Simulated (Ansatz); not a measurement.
C$_{2}$H$_{4}$AlBr

The calculation's input:

```
crystal:
  periodic: [false, false, false]
  atoms:
    - {symbol: Br, position_ang: [-2.017785, 0.639409, -0.042113]}
    - {symbol: C, position_ang: [-0.105000, 0.387131, -0.781240]}
    - {symbol: C, position_ang: [0.763255, 0.362884, 0.484964]}
    - {symbol: Al, position_ang: [-0.314005, -1.217645, 0.209421]}
    - {symbol: H, position_ang: [-0.006994, 1.109615, -1.584680]}
    - {symbol: H, position_ang: [0.675327, 1.166099, 1.216115]}
    - {symbol: H, position_ang: [1.805933, 0.229457, 0.175905]}
    - {symbol: H, position_ang: [-0.708532, -2.733951, 0.265728]}
basis:
  gaussian: {orbitals: def2-TZVPP}
hamiltonian: {xc: pbe0, dispersion: d4}
output: {orbitals: {seedname: orbitals}}
```

Run with:

```sh
ansatz run in.yaml --threads 2 --pin off --events-out ev --progress --plain --max-ram 4352MiB
```

Geometry: PBE0-D4/def2-TZVP.

The calculation used RKS PBE0-D4/def2-TZVPP in Ansatz.

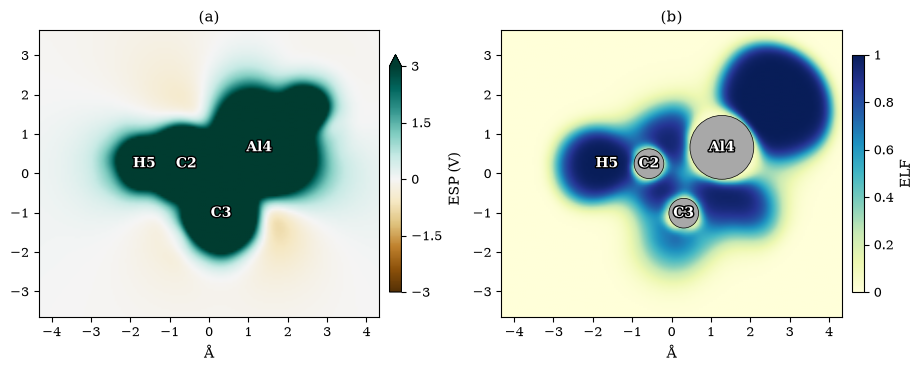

Figure 1. (a) molecular electrostatic potential; (b) electron localisation function on the plane of atoms C3, C2 and Al4. Grey discs cover the atomic cores in the ELF map.

Q: What do the fields say about this system?

A: Atoms in the plane: C, Al and H.
C–C (1.54 Å): the ELF peaks at about 0.95 between the atoms, as expected for a covalent bond.
C–Al (1.90 Å): the ELF peaks at about 0.85 in the valence shell of C, 0.7 Å from its nucleus, and is about 0.55 at the midpoint.
C–H (1.08 Å): the ELF climbs to about 1 towards the hydrogen, as it does in any bond to H (a covalent bond by its length).
Outside the dense part of the molecule the potential is most negative (−0.8 V) near C3.

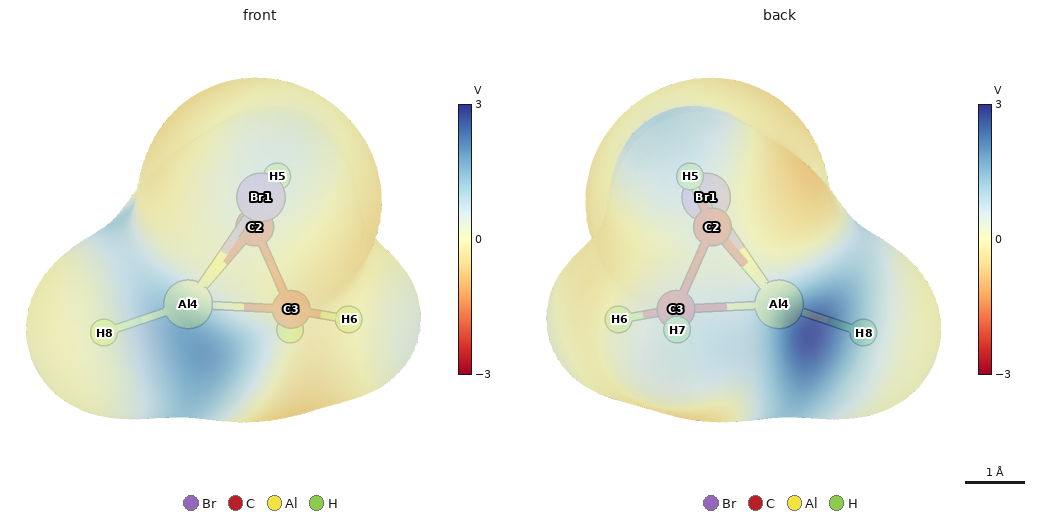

Figure 2. The electrostatic potential painted on the density surface at 0.002 e/bohr³, seen from the front and from behind; red is negative and blue positive.

Q: Where is the surface potential most negative and most positive?

A: The most negative region (about −0.7 V) lies over C2, the most positive (about +2.6 V) over Al4.

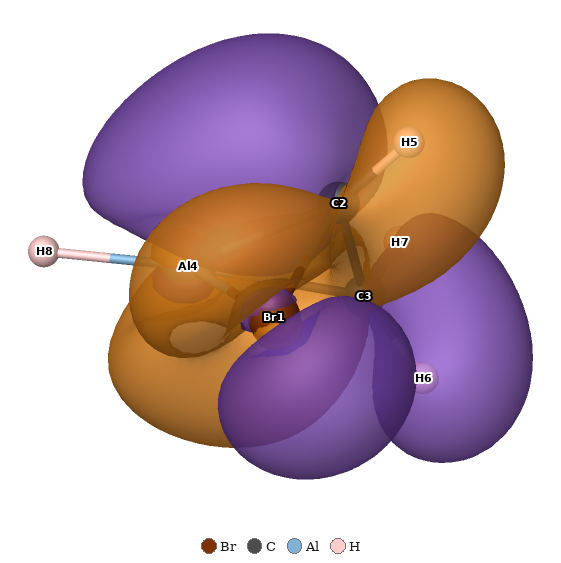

Figure 3. The HOMO at ±0.06 Å⁻³ᐟ² (orange and purple are the two phases), seen from one side.

Q: What is the character of this orbital?

A: Its weight (Hirshfeld) is mainly on C2 (about 30 %), Al4 (about 20 %), C3 (about 20 %) and Br1 (about 15 %). Its energy is −6.31 eV.
